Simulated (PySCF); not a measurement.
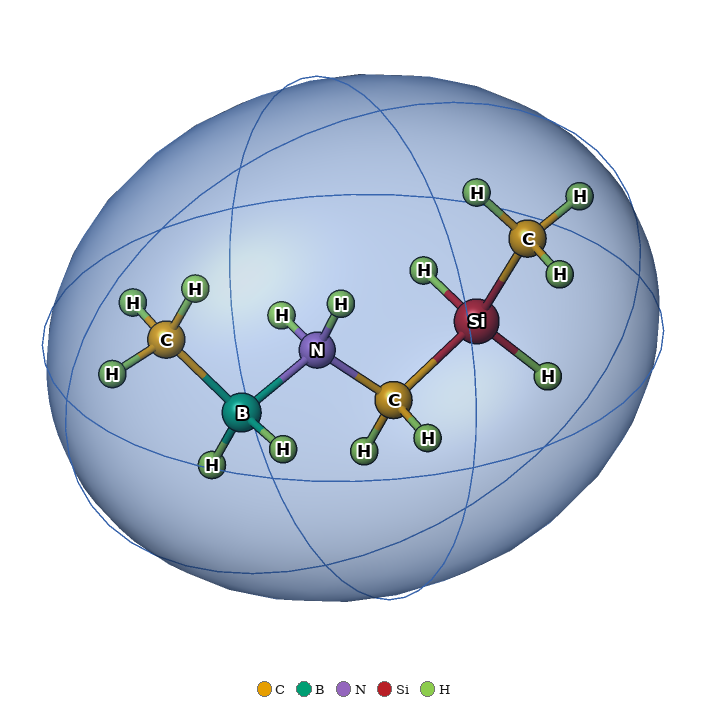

The ellipsoid shows the static dipole polarisability: its half-axes are proportional to the principal values. The computed structure is the end point of a GFN2-xTB optimisation. No frequency run is at hand to confirm it as a minimum. Level of theory: B3LYP/def2-SVPD (PySCF 2.14.0).

### Give the principal values, the mean and the anisotropy.

Principal values 82.4, 89.4, 107.8 bohr³; mean 93.2 bohr³ (13.81 Å³); anisotropy 22.8 bohr³, so the longest axis is 1.31 times the shortest.

The geometry is semi-empirical. Around B, Si such bond lengths and angles can be off by a tenth of an ångström or more and by several degrees, and values that hang on the shape move with them.
